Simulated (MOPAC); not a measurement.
# C$_{2}$H$_{5}$GeNO: frequency calculation (part 3 of 3)

C$_{2}$H$_{5}$GeNO, SMILES C[O][GeH2][C]#N; PM3, closed shell (MOPAC 23.2.5). The geometry was optimised with PM3.

Geometry of the input (Å):
```
C  -1.3612  0.6055  0.1893
O  -0.0915  1.0132  -0.1739
Ge 1.0845  -0.3561  -0.0025
C  0.8151  -1.6865  -1.2678
N  0.6603  -2.5222  -2.0543
H  -1.3880  0.2362  1.2222
H  -1.7440  -0.1724  -0.4824
H  -1.9848  1.5020  0.1026
H  2.4812  0.2294  -0.1858
H  1.0389  -0.9953  1.3809
```

**What the program printed, continued**
```
 VIBRATION         14   14A           ATOM PAIR      ENERGY CONTRIBUTION    RADIAL
 FREQUENCY          1068.64         C  1 -- H  8         +31.3% ( 74.1%)     12.6%
 TRANSITION DIPOLE   0.1476         C  1 -- H  6         +20.9% ( 60.6%)      5.0%
 TRAVEL (Ang.)       0.2653         C  1 -- H  7         +17.4% ( 55.2%)      3.0%
 REDUCED MASS        0.8966         C  1 -- O  2         +15.9% ( 52.8%)      0.8%
 EFFECTIVE MASS      4.9547
 FORCE CONSTANT      0.6032

 VIBRATION         15   15A           ATOM PAIR      ENERGY CONTRIBUTION    RADIAL
 FREQUENCY          1186.38         C  1 -- O  2         +36.5% ( 69.5%)     97.7%
 TRANSITION DIPOLE   0.2162         O  2 -- Ge 3         +16.9% ( 47.3%)     33.4%
 TRAVEL (Ang.)       0.1558         C  1 -- H  8         +15.1% ( 44.7%)      8.6%
 REDUCED MASS        2.3403         C  1 -- H  6         +12.9% ( 41.3%)     12.0%
 EFFECTIVE MASS      7.5473         C  1 -- H  7         +12.5% ( 40.6%)     11.4%
 FORCE CONSTANT      1.9408

 VIBRATION         16   16A           ATOM PAIR      ENERGY CONTRIBUTION    RADIAL
 FREQUENCY          1348.25         C  1 -- H  8         +49.1% ( 64.2%)      0.4%
 TRANSITION DIPOLE   0.0726         C  1 -- H  6         +30.1% ( 50.3%)      4.8%
 TRAVEL (Ang.)       0.3324         C  1 -- H  7          +9.2% ( 27.9%)     37.3%
 REDUCED MASS        0.4526         C  1 -- O  2          +5.8% ( 22.1%)      1.4%
 EFFECTIVE MASS      1.6844
 FORCE CONSTANT      0.4848

 VIBRATION         17   17A           ATOM PAIR      ENERGY CONTRIBUTION    RADIAL
 FREQUENCY          1356.31         C  1 -- H  7         +47.4% ( 63.8%)      0.1%
 TRANSITION DIPOLE   0.1185         C  1 -- H  6         +27.7% ( 48.7%)      4.0%
 TRAVEL (Ang.)       0.3384         C  1 -- H  8         +12.3% ( 32.5%)     26.4%
 REDUCED MASS        0.4341         C  1 -- O  2          +6.4% ( 23.4%)     14.2%
 EFFECTIVE MASS      1.7446
 FORCE CONSTANT      0.4705

 VIBRATION         18   18A           ATOM PAIR      ENERGY CONTRIBUTION    RADIAL
 FREQUENCY          1410.56         C  1 -- O  2         +25.0% ( 76.5%)    100.0%
 TRANSITION DIPOLE   0.7789         C  1 -- H  6         +19.5% ( 67.6%)      4.4%
 TRAVEL (Ang.)       0.1205         C  1 -- H  8         +19.5% ( 67.6%)      2.2%
 REDUCED MASS        3.2925         C  1 -- H  7         +19.3% ( 67.2%)      4.7%
 EFFECTIVE MASS      8.2497         C  1 -- Ge 3         +14.2% ( 57.7%)     57.9%
 FORCE CONSTANT      3.8597

 VIBRATION         19   19A           ATOM PAIR      ENERGY CONTRIBUTION    RADIAL
 FREQUENCY          1927.12         Ge 3 -- H 10         +58.4% ( 77.4%)     99.8%
 TRANSITION DIPOLE   0.6535         Ge 3 -- H  9         +41.5% ( 65.3%)     99.6%
 TRAVEL (Ang.)       0.2598
 REDUCED MASS        0.5186
 EFFECTIVE MASS      1.2409
 FORCE CONSTANT      1.1347

 VIBRATION         20   20A           ATOM PAIR      ENERGY CONTRIBUTION    RADIAL
 FREQUENCY          1977.90         Ge 3 -- H  9         +58.8% ( 75.6%)     99.7%
 TRANSITION DIPOLE   0.3361         Ge 3 -- H 10         +41.0% ( 63.1%)     99.3%
 TRAVEL (Ang.)       0.2575
 REDUCED MASS        0.5143
 EFFECTIVE MASS      1.1350
 FORCE CONSTANT      1.1855

 VIBRATION         21   21A           ATOM PAIR      ENERGY CONTRIBUTION    RADIAL
 FREQUENCY          2411.88         C  4 -- N  5         +74.9% ( 99.9%)    100.0%
 TRANSITION DIPOLE   0.2363         Ge 3 -- C  4         +25.1% ( 57.8%)    100.0%
 TRAVEL (Ang.)       0.0657
 REDUCED MASS        6.4852
 EFFECTIVE MASS     12.8500
 FORCE CONSTANT     22.2271

 VIBRATION         22   22A           ATOM PAIR      ENERGY CONTRIBUTION    RADIAL
 FREQUENCY          3032.17         C  1 -- H  6         +57.9% ( 79.0%)     97.7%
 TRANSITION DIPOLE   0.1755         C  1 -- H  7         +38.8% ( 64.7%)     95.3%
 TRAVEL (Ang.)       0.2039         C  1 -- H  8          +1.1% ( 10.9%)      2.9%
 REDUCED MASS        0.5350         C  1 -- O  2          +1.1% ( 10.8%)      0.1%
 EFFECTIVE MASS      1.5382
 FORCE CONSTANT      2.8980

 VIBRATION         23   23A           ATOM PAIR      ENERGY CONTRIBUTION    RADIAL
 FREQUENCY          3060.36         C  1 -- H  7         +42.1% ( 66.7%)     94.3%
 TRANSITION DIPOLE   0.1192         C  1 -- H  8         +30.1% ( 56.4%)     96.7%
 TRAVEL (Ang.)       0.2404         C  1 -- H  6         +25.8% ( 52.2%)     88.6%
 REDUCED MASS        0.3813         C  1 -- O  2          +1.0% ( 10.5%)      7.6%
 EFFECTIVE MASS      1.4847
 FORCE CONSTANT      2.1043

 VIBRATION         24   24A           ATOM PAIR      ENERGY CONTRIBUTION    RADIAL
 FREQUENCY          3122.07         C  1 -- H  8         +71.5% ( 82.6%)     99.6%
 TRANSITION DIPOLE   0.0701         C  1 -- H  7         +15.6% ( 38.7%)     89.4%
 TRAVEL (Ang.)       0.2049         C  1 -- H  6         +12.1% ( 34.0%)     85.6%
 REDUCED MASS        0.5146         C  1 -- Ge 3          +0.4% (  6.2%)     99.0%
 EFFECTIVE MASS      1.1738
 FORCE CONSTANT      2.9551

      SYMMETRY NUMBER FOR POINT-GROUP C1  =  1

          SYSTEM IS A GROUND STATE

 PM3 frequencies

          MOLECULE IS NOT LINEAR

          THERE ARE 24 GENUINE VIBRATIONS IN THIS SYSTEM
          THIS THERMODYNAMICS CALCULATION IS LIMITED TO
          MOLECULES WHICH HAVE NO INTERNAL ROTATIONS

                    CALCULATED THERMODYNAMIC PROPERTIES
                                          *
   TEMP. (K)   PARTITION FUNCTION   H.O.F.    ENTHALPY  HEAT CAPACITY ENTROPY
                                   KCAL/MOL   CAL/MOLE    CAL/K/MOL  CAL/K/MOL

 298.00  VIB.     0.5843D+02                  2784.3193    17.9729    17.4269
         ROT.     0.1774D+06                   888.2803     2.9808    26.9987
         INT.     0.1037D+08                  3672.5996    20.9537    44.4256
         TRA.     0.1460D+28                  1480.4672     4.9680    40.5356
         TOT.                      -13.207    5153.0668    25.9217    84.9612

 200.00  VIB.     0.1228D+02                  1269.7051    12.7673    11.3326
         ROT.     0.9755D+05                   596.1613     2.9808    25.8100
         INT.     0.1198D+07                  1865.8664    15.7481    37.1427
         TRA.     0.8030D+27                   993.6021     4.9680    38.5545
         TOT.                      -15.500    2859.4685    20.7161    75.6971

 210.00  VIB.     0.1441D+02                  1400.2800    13.3459    11.9696
         ROT.     0.1050D+06                   625.9693     2.9808    25.9555
         INT.     0.1512D+07                  2026.2493    16.3267    37.9250
         TRA.     0.8640D+27                  1043.2822     4.9680    38.7969
         TOT.                      -15.290    3069.5316    21.2947    76.7219

 220.00  VIB.     0.1691D+02                  1536.5865    13.9136    12.6036
         ROT.     0.1125D+06                   655.7774     2.9808    26.0941
         INT.     0.1903D+07                  2192.3639    16.8944    38.6977
         TRA.     0.9264D+27                  1092.9623     4.9680    39.0280
         TOT.                      -15.075    3285.3262    21.8624    77.7257

 230.00  VIB.     0.1983D+02                  1678.5147    14.4703    13.2344
         ROT.     0.1203D+06                   685.5855     2.9808    26.2266
         INT.     0.2386D+07                  2364.1002    17.4511    39.4610
         TRA.     0.9903D+27                  1142.6424     4.9680    39.2488
         TOT.                      -14.853    3506.7427    22.4191    78.7098

 240.00  VIB.     0.2327D+02                  1825.9552    15.0160    13.8618
         ROT.     0.1282D+06                   715.3935     2.9808    26.3535
         INT.     0.2983D+07                  2541.3487    17.9968    40.2153
         TRA.     0.1056D+28                  1192.3226     4.9680    39.4602
         TOT.                      -14.626    3733.6713    22.9648    79.6755

 250.00  VIB.     0.2729D+02                  1978.7991    15.5510    14.4857
         ROT.     0.1363D+06                   745.2016     2.9808    26.4752
         INT.     0.3720D+07                  2724.0007    18.5318    40.9608
         TRA.     0.1122D+28                  1242.0027     4.9680    39.6630
         TOT.                      -14.394    3966.0033    23.4998    80.6239

 260.00  VIB.     0.3200D+02                  2136.9388    16.0752    15.1058
         ROT.     0.1446D+06                   775.0097     2.9808    26.5921
         INT.     0.4626D+07                  2911.9484    19.0560    41.6979
         TRA.     0.1190D+28                  1291.6828     4.9680    39.8579
         TOT.                      -14.156    4203.6312    24.0240    81.5558

 270.00  VIB.     0.3751D+02                  2300.2683    16.5889    15.7222
         ROT.     0.1530D+06                   804.8177     2.9808    26.7046
         INT.     0.5739D+07                  3105.0860    19.5698    42.4268
         TRA.     0.1260D+28                  1341.3629     4.9680    40.0454
         TOT.                      -13.913    4446.4489    24.5378    82.4722

 280.00  VIB.     0.4395D+02                  2468.6833    17.0923    16.3346
         ROT.     0.1616D+06                   834.6258     2.9808    26.8130
         INT.     0.7103D+07                  3303.3091    20.0731    43.1476
         TRA.     0.1330D+28                  1391.0430     4.9680    40.2261
         TOT.                      -13.666    4694.3520    25.0412    83.3737

 290.00  VIB.     0.5149D+02                  2642.0811    17.5856    16.9430
         ROT.     0.1703D+06                   864.4339     2.9808    26.9176
         INT.     0.8770D+07                  3506.5150    20.5664    43.8606
         TRA.     0.1402D+28                  1440.7231     4.9680    40.4004
         TOT.                      -13.413    4947.2381    25.5344    84.2610

 300.00  VIB.     0.6030D+02                  2820.3611    18.0688    17.5474
         ROT.     0.1792D+06                   894.2419     2.9808    27.0186
         INT.     0.1081D+08                  3714.6030    21.0496    44.5660
         TRA.     0.1475D+28                  1490.4032     4.9680    40.5688
         TOT.                      -13.155    5205.0062    26.0176    85.1349

 310.00  VIB.     0.7058D+02                  3003.4241    18.5422    18.1476
         ROT.     0.1882D+06                   924.0500     2.9808    27.1164
         INT.     0.1329D+08                  3927.4741    21.5230    45.2640
         TRA.     0.1550D+28                  1540.0833     4.9680    40.7317
         TOT.                      -12.892    5467.5574    26.4910    85.9957

 320.00  VIB.     0.8259D+02                  3191.1730    19.0060    18.7437
         ROT.     0.1974D+06                   953.8580     2.9808    27.2110
         INT.     0.1630D+08                  4145.0311    21.9868    45.9547
         TRA.     0.1625D+28                  1589.7634     4.9680    40.8895
         TOT.                      -12.625    5734.7945    26.9548    86.8441

 330.00  VIB.     0.9659D+02                  3383.5124    19.4603    19.3355
         ROT.     0.2068D+06                   983.6661     2.9808    27.3027
         INT.     0.1997D+08                  4367.1786    22.4411    46.6382
         TRA.     0.1702D+28                  1639.4435     4.9680    41.0423
         TOT.                      -12.353    6006.6221    27.4092    87.6806

 340.00  VIB.     0.1129D+03                  3580.3488    19.9054    19.9231
         ROT.     0.2162D+06                  1013.4742     2.9808    27.3917
         INT.     0.2441D+08                  4593.8230    22.8862    47.3148
         TRA.     0.1780D+28                  1689.1236     4.9680    41.1906
         TOT.                      -12.077    6282.9466    27.8542    88.5054

 350.00  VIB.     0.1319D+03                  3781.5904    20.3414    20.5064
         ROT.     0.2258D+06                  1043.2822     2.9808    27.4781
         INT.     0.2979D+08                  4824.8726    23.3222    47.9845
         TRA.     0.1859D+28                  1738.8037     4.9680    41.3347
         TOT.                      -11.796    6563.6763    28.2902    89.3192

 360.00  VIB.     0.1540D+03                  3987.1471    20.7685    21.0854
         ROT.     0.2356D+06                  1073.0903     2.9808    27.5621
         INT.     0.3629D+08                  5060.2374    23.7493    48.6475
         TRA.     0.1939D+28                  1788.4838     4.9680    41.4746
         TOT.                      -11.511    6848.7213    28.7173    90.1221

 370.00  VIB.     0.1798D+03                  4196.9310    21.1868    21.6602
         ROT.     0.2455D+06                  1102.8984     2.9808    27.6438
         INT.     0.4413D+08                  5299.8293    24.1677    49.3040
         TRA.     0.2021D+28                  1838.1639     4.9680    41.6107
         TOT.                      -11.222    7137.9933    29.1357    90.9147

 380.00  VIB.     0.2097D+03                  4410.8557    21.5967    22.2307
         ROT.     0.2555D+06                  1132.7064     2.9808    27.7233
         INT.     0.5358D+08                  5543.5621    24.5775    49.9539
         TRA.     0.2103D+28                  1887.8440     4.9680    41.7432
         TOT.                      -10.929    7431.4061    29.5455    91.6971

 390.00  VIB.     0.2445D+03                  4628.8368    21.9982    22.7969
         ROT.     0.2656D+06                  1162.5145     2.9808    27.8007
         INT.     0.6495D+08                  5791.3513    24.9790    50.5975
         TRA.     0.2187D+28                  1937.5242     4.9680    41.8723
         TOT.                      -10.631    7728.8754    29.9470    92.4698

 400.00  VIB.     0.2849D+03                  4850.7917    22.3915    23.3588
         ROT.     0.2759D+06                  1192.3226     2.9808    27.8762
         INT.     0.7860D+08                  6043.1143    25.3723    51.2349
         TRA.     0.2271D+28                  1987.2043     4.9680    41.9980
         TOT.                      -10.330    8030.3185    30.3403    93.2330

   *: NOTE: HEATS OF FORMATION ARE RELATIVE TO THE
            ELEMENTS IN THEIR STANDARD STATE AT 298K
              (=  Standard Enthalpy of Formation).

            Hvib:  Zero-point energy is not included.
                   frequencies of less than zero cm-1 are not included.
            Hrot = (3/2)RT
            Htra = (3/2)RT + pV = (5/2)RT

            Heat capacity is Cp, not Cv

           FORCE CONSTANT IN CARTESIAN COORDINATES (Millidynes/A)

    ATOM   CHEMICAL       X               Y               Z
   NUMBER   SYMBOL  FORCE CONSTANT  FORCE CONSTANT  FORCE CONSTANT

      1       C        9.484177        8.660743        8.116598
      2       O        7.566367        5.197940        0.670561
      3      Ge        3.972633        5.777759        3.412343
      4       C        1.423106        6.190953       18.156926
      5       N        0.749716        5.072091       16.023120
      6       H        1.190672        1.715083        3.547759
      7       H        1.176961        1.394240        3.897602
      8       H        0.983737        5.044759        0.630836
      9       H        2.190587        0.237097        0.249817
     10       H        0.492897        0.863822        1.305687

 *                    *
 * JOB ENDED NORMALLY *
 *                    *

 TOTAL JOB TIME:             0.13 SECONDS

 == MOPAC DONE ==
```

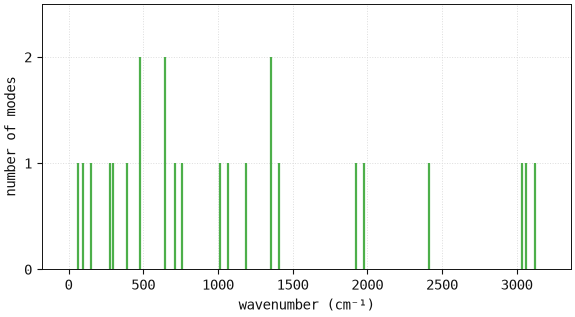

**Figure 1.** Harmonic vibrational wavenumbers from the force constants; neighbouring modes closer than 14 cm⁻¹ are counted in one stick. 24 modes from 65 to 3122 cm⁻¹, none imaginary.

**Summary**

| quantity | value |
| --- | --- |
| outcome | converged |
| heat of formation | −13.21 kcal/mol |
| basis functions | 25 |
| zero-point energy | 0.063581 hartree |
| wavenumbers, lowest and highest | 65 and 3122 cm⁻¹ |
| hardware | 1 thread of Arm Neoverse V1, 24 GiB of memory available, shared host |
| peak memory | 0.072 GiB |

MOPAC's energies along a path are heats of formation.
